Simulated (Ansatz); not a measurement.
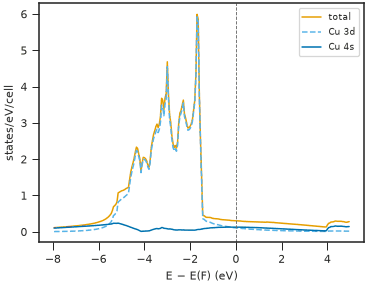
Figure. Total and projected density of states of Cu (fcc (Cu type), space group No. 225), the program Ansatz at the PBEsol level (PAW)

Problem. Which orbitals carry the states next to the Fermi level?

Solution. Within 0.5 eV of the Fermi level: Cu 4s 42 %, Cu 3d 36 %, outside the projected shells 23 %. Projections are on Löwdin-orthogonalised atomic valence shells; empty p or d shells of many metals are not among them.

Problem. Where is the tallest occupied peak in this window, and what makes it?

Solution. Near -1.7 eV, about 6.0 states/eV per cell; the largest projected share is Cu 3d.

Space group Fm-3m (fcc (Cu type)). The PBEsol relaxation kept the symmetry of its start. No spin polarisation was allowed.

Potentials: the earlier of the program's two PAW sets. The files were generated under PBE; for other functionals the program regenerates the frozen cores, and for LDA and PBEsol the local potential too.
